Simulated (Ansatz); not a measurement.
```yaml
crystal:
  periodic: [false, false, false]
  atoms:
    - {symbol: C, position_ang: [-0.606600, 1.178500, -0.156800]}
    - {symbol: C, position_ang: [-0.118200, 0.137700, -0.014600]}
    - {symbol: Mg, position_ang: [0.952900, -1.849300, 0.227500]}
    - {symbol: F, position_ang: [1.538900, -3.065200, 0.551500]}
    - {symbol: H, position_ang: [-1.033900, 1.537800, -1.114400]}
    - {symbol: H, position_ang: [-0.478500, 1.875600, 0.571600]}
basis:
  gaussian: {orbitals: def2-TZVPP}
total_charge: 1
hamiltonian: {xc: pbe0, dispersion: d4}
output: {forces: true, orbitals: {seedname: orbitals}}
```

Geometry: atoms displaced at random (about 0.1 Å) from a stationary point of GFN2-xTB.

Describe the molecule in this file.

The species is C₂H₂FMg⁺. Its SMILES string is `C=[C+][Mg][F]`. Coordination: 1 C trigonal planar; 1 C linear; 1 Mg linear.

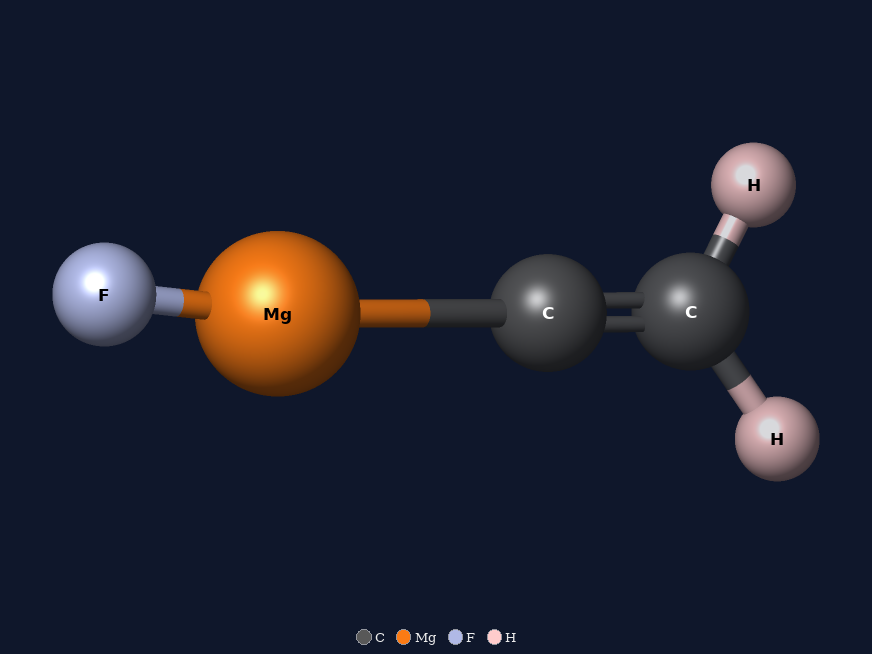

Simulated data, not a measurement (program: Ansatz).
